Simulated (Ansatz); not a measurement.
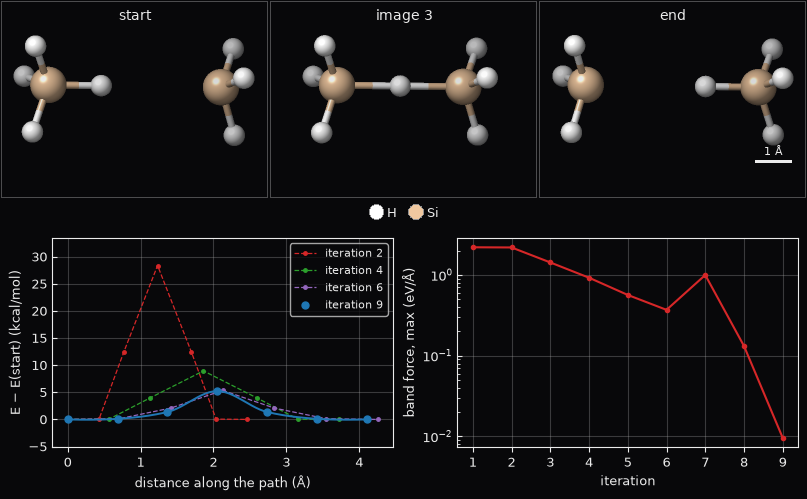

A search for the minimum-energy path of Si2H7 (multiplicity 2), made up of SiH$_{4}$ and SiH₃ by the nudged elastic band. Images are numbered from 0 (start) to 6 (end). The plot follows the band through its iterations. The picture is a ball-and-stick view, seen face on.

These are results of UKS PBE0-D4/def2-SVP in Ansatz 0.2.0, not measurements. Run with 5 movable images; climbing image.

**How did the profile develop, and is the result final?**

The run is converged, with reservations. The band converged in 9 iterations. The largest component of the band force went from 2.2 to 0.0096 eV/Å. The climbing image converged on the top of the path. Its curvatures weren't checked. The largest force component is 0.15 eV/Å at the start and 0.14 eV/Å at the end; an end with forces this large is no minimum, and the barrier measured from it can be far off. The first iteration put the highest image at 43.57 kcal/mol. The barrier is about 5.22 kcal/mol in both directions, with image 3 at the top; the ends have the same energy.

Limits of the set-up: the start holds two separate molecules, 3.4 Å apart at their closest, whose relative position is a soft coordinate.
